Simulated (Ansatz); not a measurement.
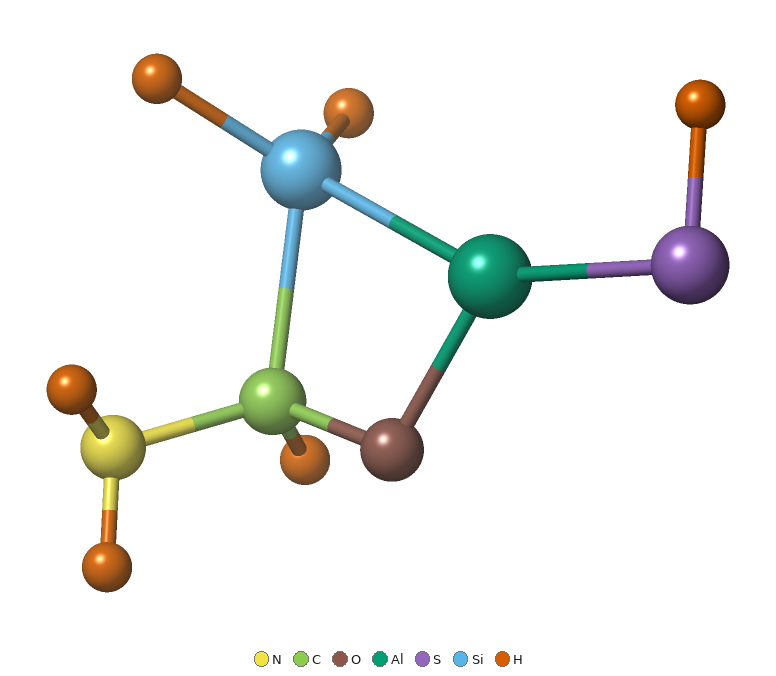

Computed geometry: PBE0-D4/def2-TZVP optimisation. No frequency run is at hand to confirm it as a minimum.

Draw it as a skeletal formula.

SMILES: N[C@@H]1[O][Al]([SH])[SiH2]1

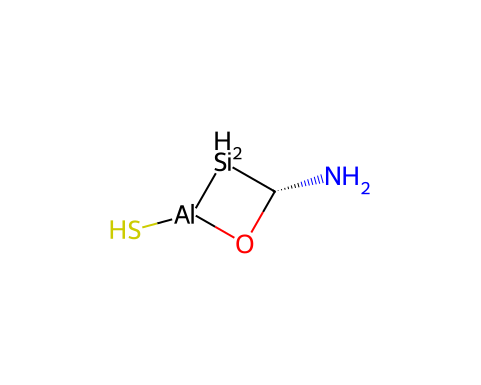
